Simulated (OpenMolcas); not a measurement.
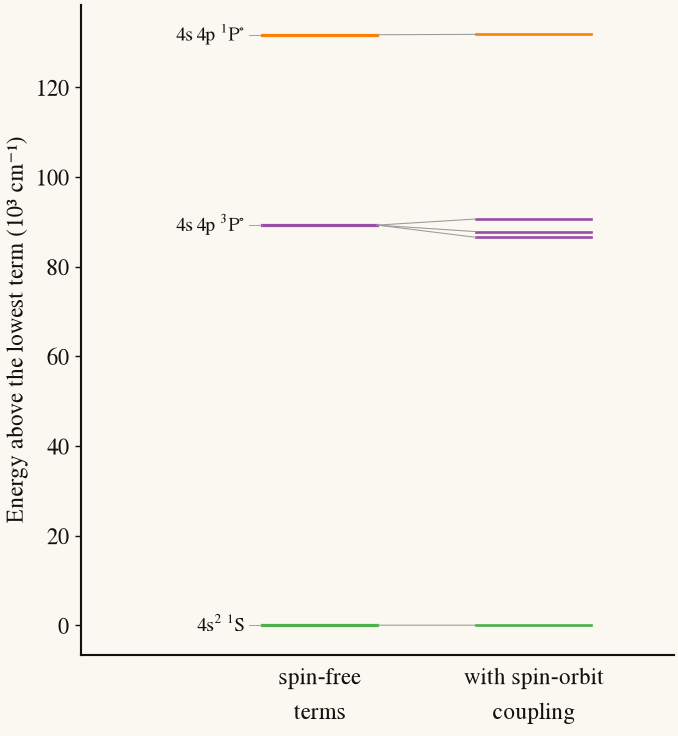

Terms of Se V (Se⁴⁺) without and with spin-orbit coupling; the J values are left off. 4s² ¹S (at 0) gives the one level J = 0; 4s 4p ³P° (at 89,200 cm⁻¹) splits over 4,100 cm⁻¹ into J = 0, 1, 2 from the bottom up (normal); 4s 4p ¹P° (at 132,000 cm⁻¹) gives the one level J = 1. The ground level lies 2.47 cm⁻¹ below the lowest term.

**Multiconfigurational calculation, with input and output: Se⁴⁺**

Se⁴⁺. Computed at this level: state-averaged SS-RASPT2, IPEA shift 0.75, sigma1 shift 0.4 hartree, active space 2 electrons in the shells 4s 4p 4d; RAS3 4d with at most 2 electrons, basis ANO-R2, X2C scalar Hamiltonian, spin-orbit coupling by RASSI with atomic mean-field integrals (OpenMolcas).

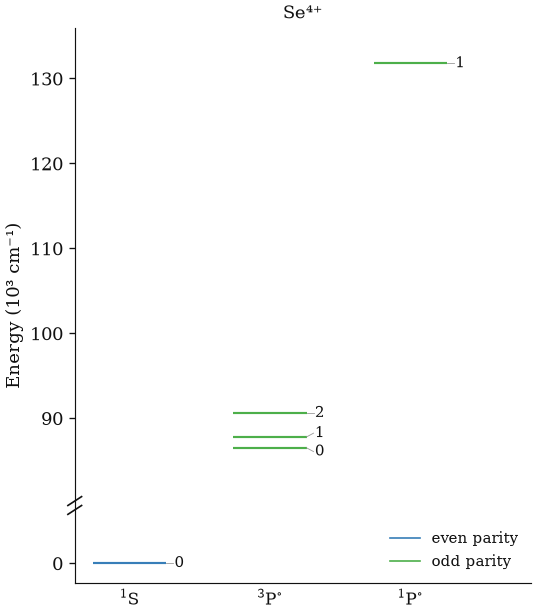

Level diagram of Se⁴⁺. The lowest level is 4s² ¹S₀. The first excited level, 4s 4p ³P°₀, lies at 86,500 cm⁻¹. It is also the lowest level of opposite parity. The leading LS term holds 100 % of a level on average. Spin-orbit coupling puts the ground level 2.47 cm⁻¹ below the lowest spin-free term.

| Configuration | Level | E (cm⁻¹) |
| --- | --- | --- |
| 4s² | ¹S₀ | 0 |
| 4s 4p | ³P°₀ | 86,500 |
| 4s 4p | ³P°₁ | 87,780 |
| 4s 4p | ³P°₂ | 90,600 |
| 4s 4p | ¹P°₁ | 131,800 |

Input and output of the run follow.

### Input file
```
&GATEWAY
Coord
1

Se 0.0 0.0 0.0
Basis=ANO-R2
Group=XYZ
NoMove
AngMom=0.0 0.0 0.0
AMFI
&SEWARD
&RASSCF
FileOrb=start.orb
Symmetry=1
Spin=3
nActEl=2 0 0
Inactive=8 6
Ras2=1 3
CIRoot=3 3 1
SDav=3
CIMx=300
Iter=120 100
PrWF=0.3
OrbListing=Nothing
MaxOrb=0
Atom
>>> COPY $Project.JobIph JOBPRE
&RASSCF
FileOrb=start.orb
Symmetry=1
Spin=1
nActEl=2 0 2
Inactive=8 6
Ras2=1 3
Ras3=5 0
CIRoot=7 7 1
SDav=27
CIMx=300
Iter=120 100
PrWF=0.3
OrbListing=Nothing
MaxOrb=0
Thrs=2.0e-7 1.0e-1 5.0e-4
Atom
>>> COPY $Project.JobIph JOB001
&RASSCF
FileOrb=start.orb
Symmetry=1
Spin=3
nActEl=2 0 2
Inactive=8 6
Ras2=1 3
Ras3=5 0
CIRoot=15 15 1
SDav=18
CIMx=300
Iter=120 100
PrWF=0.3
OrbListing=Nothing
MaxOrb=0
Thrs=2.0e-7 1.0e-1 5.0e-4
Atom
CIOnly
>>> COPY $Project.JobIph JOB002
&RASSCF
FileOrb=start.orb
Symmetry=2
Spin=1
nActEl=2 0 2
Inactive=8 6
Ras2=1 3
Ras3=5 0
CIRoot=3 3 1
SDav=18
CIMx=300
Iter=120 100
PrWF=0.3
OrbListing=Nothing
MaxOrb=0
Thrs=2.0e-7 1.0e-1 5.0e-4
Atom
>>> COPY $Project.JobIph JOB003
&RASSCF
FileOrb=start.orb
Symmetry=2
Spin=3
nActEl=2 0 2
Inactive=8 6
Ras2=1 3
Ras3=5 0
CIRoot=15 15 1
SDav=18
CIMx=300
Iter=120 100
PrWF=0.3
OrbListing=Nothing
MaxOrb=0
Thrs=2.0e-7 1.0e-1 5.0e-4
Atom
CIOnly
>>> COPY $Project.JobIph JOB004
&RASSI
NrOfJobIphs=4 7 3 3 3
1 2 3 4 5 6 7
1 2 3
1 2 3
1 2 3
IphNames
JOB001
JOB002
JOB003
JOB004
EJob
SpinOrbit
DIPRint=1.0
SOCoupling=1000.0
Subsets=2
MEES
Property=10
'ANGMOM' 1 'ANGMOM' 2 'ANGMOM' 3 'MLTPL  1' 1 'MLTPL  1' 2 'MLTPL  1' 3
'AMFI' 1 'AMFI' 2 'AMFI' 3 'MLTPL  2' 6
SOProperty=3
'ANGMOM' 1 'ANGMOM' 2 'ANGMOM' 3
>>> COPY JOB001 $Project.JobIph
&CASPT2
Multistate=7 1 2 3 4 5 6 7
NoMult
Frozen=8 6
IPEA=0.75
Sig1=0.4
MaxIter=60
WThr=0.0 0.3 0.05
PrWF=0.5
NoMix
>>> COPY JOB002 $Project.JobIph
&CASPT2
Multistate=3 1 2 3
NoMult
Frozen=8 6
IPEA=0.75
Sig1=0.4
MaxIter=60
WThr=0.0 0.3 0.05
PrWF=0.5
NoMix
>>> COPY JOB003 $Project.JobIph
&CASPT2
Multistate=3 1 2 3
NoMult
Frozen=8 6
IPEA=0.75
Sig1=0.4
MaxIter=60
WThr=0.0 0.3 0.05
PrWF=0.5
NoMix
>>> COPY JOB004 $Project.JobIph
&CASPT2
Multistate=3 1 2 3
NoMult
Frozen=8 6
IPEA=0.75
Sig1=0.4
MaxIter=60
WThr=0.0 0.3 0.05
PrWF=0.5
NoMix
```

The file start.orb holds starting orbitals from an earlier step. A driver script formed the levels outside the program, from RASSI's spin-orbit matrix and the CASPT2 energies (for multi-state variants, the effective Hamiltonian), averaged over the components of each term or state. The log and the time are those of the CASPT2 step.

Launched with:
```bash
OMP_NUM_THREADS=1 MOLCAS_MEM=2252 MOLCAS_PROJECT=a pymolcas a.inp > a.log  # once for each step of the input, in one work folder
```

### Output (extracts)
```
--- CASPT2 ---
Orbital specifications:
      -----------------------

      Symmetry species                           1   2
                                                ag  au
      Frozen orbitals                            8   6
      Inactive orbitals                          0   0
      Active orbitals                            6   3
      Secondary orbitals                        21  30
      Deleted orbitals                           0   0
      Number of basis functions                 35  39
Type of calculation                        SS-CASPT2
      Fock operator                              state-specific
      IPEA shift                                 0.75
      Real shift                                 0.00
      Imaginary shift                            0.00
      Sigma^1 regularizer                        0.40
      The input orbitals will be transformed to quasi-canonical
Reference energy:       -2424.4138398525
      E2 (Non-variational):      -0.0046391087
      Shift correction:          -0.0000024058
      E2 (Variational):          -0.0046415144
      Total energy:           -2424.4184813669
      Residual norm:              0.0000001413
      Reference weight:           0.99882
      Contributions to the CASPT2 correlation energy
      Active & Virtual Only:         -0.0046391087
      One Inactive Excited:           0.0000000000
      Two Inactive Excited:           0.0000000000
Reference energy:       -2423.4697810338
      E2 (Non-variational):      -0.0013480729
      Shift correction:          -0.0000062419
      E2 (Variational):          -0.0013543148
      Total energy:           -2423.4711353486
      Residual norm:              0.0000001810
      Reference weight:           0.99956
      Contributions to the CASPT2 correlation energy
      Active & Virtual Only:         -0.0013480729
      One Inactive Excited:           0.0000000000
      Two Inactive Excited:           0.0000000000
::    CASPT2 Root  1     Total energy:  -2424.41848137
::    CASPT2 Root  2     Total energy:  -2423.47113535
::    CASPT2 Root  3     Total energy:  -2423.47113531
::    CASPT2 Root  4     Total energy:  -2423.47113540
::    CASPT2 Root  5     Total energy:  -2423.47113533
::    CASPT2 Root  6     Total energy:  -2423.47113551
::    CASPT2 Root  7     Total energy:  -2423.30091903
--- CASPT2 ---
Orbital specifications:
      -----------------------

      Symmetry species                           1   2
                                                ag  au
      Frozen orbitals                            8   6
      Inactive orbitals                          0   0
      Active orbitals                            6   3
      Secondary orbitals                        21  30
      Deleted orbitals                           0   0
      Number of basis functions                 35  39
Type of calculation                        SS-CASPT2
      Fock operator                              state-specific
      IPEA shift                                 0.75
      Real shift                                 0.00
      Imaginary shift                            0.00
      Sigma^1 regularizer                        0.40
      The input orbitals will be transformed to quasi-canonical
Reference energy:       -2423.4531176539
      E2 (Non-variational):      -0.0016952176
      Shift correction:          -0.0000036484
      E2 (Variational):          -0.0016988660
      Total energy:           -2423.4548165200
      Residual norm:              0.0000000871
      Reference weight:           0.99955
      Contributions to the CASPT2 correlation energy
      Active & Virtual Only:         -0.0016952176
      One Inactive Excited:           0.0000000000
      Two Inactive Excited:           0.0000000000
Reference energy:       -2423.4531176539
      E2 (Non-variational):      -0.0016952186
      Shift correction:          -0.0000036485
      E2 (Variational):          -0.0016988671
      Total energy:           -2423.4548165210
      Residual norm:              0.0000000871
      Reference weight:           0.99955
      Contributions to the CASPT2 correlation energy
      Active & Virtual Only:         -0.0016952186
      One Inactive Excited:           0.0000000000
      Two Inactive Excited:           0.0000000000
::    CASPT2 Root  1     Total energy:  -2423.45481652
::    CASPT2 Root  2     Total energy:  -2423.45481652
::    CASPT2 Root  3     Total energy:  -2423.45481652
--- CASPT2 ---
Orbital specifications:
      -----------------------

      Symmetry species                           1   2
                                                ag  au
      Frozen orbitals                            8   6
      Inactive orbitals                          0   0
      Active orbitals                            6   3
      Secondary orbitals                        21  30
      Deleted orbitals                           0   0
      Number of basis functions                 35  39
Type of calculation                        SS-CASPT2
      Fock operator                              state-specific
      IPEA shift                                 0.75
      Real shift                                 0.00
      Imaginary shift                            0.00
      Sigma^1 regularizer                        0.40
      The input orbitals will be transformed to quasi-canonical
Reference energy:       -2423.8119818041
      E2 (Non-variational):      -0.0064485628
      Shift correction:          -0.0000059460
      E2 (Variational):          -0.0064545088
      Total energy:           -2423.8184363129
      Residual norm:              0.0000004683
      Reference weight:           0.99829
      Contributions to the CASPT2 correlation energy
      Active & Virtual Only:         -0.0064485628
      One Inactive Excited:           0.0000000000
      Two Inactive Excited:           0.0000000000
Reference energy:       -2423.8119818041
      E2 (Non-variational):      -0.0064485603
      Shift correction:          -0.0000059460
      E2 (Variational):          -0.0064545062
      Total energy:           -2423.8184363103
      Residual norm:              0.0000004683
      Reference weight:           0.99829
      Contributions to the CASPT2 correlation energy
      Active & Virtual Only:         -0.0064485603
      One Inactive Excited:           0.0000000000
      Two Inactive Excited:           0.0000000000
::    CASPT2 Root  1     Total energy:  -2423.81843631
::    CASPT2 Root  2     Total energy:  -2423.81843631
::    CASPT2 Root  3     Total energy:  -2423.81843632
--- CASPT2 ---
Orbital specifications:
      -----------------------

      Symmetry species                           1   2
                                                ag  au
      Frozen orbitals                            8   6
      Inactive orbitals                          0   0
      Active orbitals                            6   3
      Secondary orbitals                        21  30
      Deleted orbitals                           0   0
      Number of basis functions                 35  39
Type of calculation                        SS-CASPT2
      Fock operator                              state-specific
      IPEA shift                                 0.75
      Real shift                                 0.00
      Imaginary shift                            0.00
      Sigma^1 regularizer                        0.40
      The input orbitals will be transformed to quasi-canonical
Reference energy:       -2424.0080466663
      E2 (Non-variational):      -0.0037627591
      Shift correction:          -0.0000968846
      E2 (Variational):          -0.0038596437
      Total energy:           -2424.0119063100
      Residual norm:              0.0000002455
      Reference weight:           0.99791
      Contributions to the CASPT2 correlation energy
      Active & Virtual Only:         -0.0037627591
      One Inactive Excited:           0.0000000000
      Two Inactive Excited:           0.0000000000
Reference energy:       -2424.0080466663
      E2 (Non-variational):      -0.0037627692
      Shift correction:          -0.0000968864
      E2 (Variational):          -0.0038596555
      Total energy:           -2424.0119063219
      Residual norm:              0.0000002455
      Reference weight:           0.99791
      Contributions to the CASPT2 correlation energy
      Active & Virtual Only:         -0.0037627692
      One Inactive Excited:           0.0000000000
      Two Inactive Excited:           0.0000000000
::    CASPT2 Root  1     Total energy:  -2424.01190631
::    CASPT2 Root  2     Total energy:  -2424.01190632
::    CASPT2 Root  3     Total energy:  -2424.01190632
```

### Results in brief

```
                                 quantity                                                                 value
                                  outcome                                                             converged
                             lowest level                                                               4s² ¹S₀
                      first excited level                            4s 4p ³P°₀, 86,500 cm⁻¹ (measured: 89,749)
      energy of the lowest spin-free term                                                   −2424.41848 hartree
    energy of the lowest spin-orbit level                                                   −2424.41849 hartree
                CASPT2 correlation energy                                                       −0.0046 hartree
largest spread among components of a term                                                              0.0 cm⁻¹
                  lowest reference weight                                                                 0.995
                                 hardware  1 thread of Arm Neoverse V1, 24 GiB of memory available, shared host
                                wall time                                                                 3.6 s
```

### Remarks

Caveats: extra active shells serve correlation only, their own levels not computed; only configurations of the active space are included.
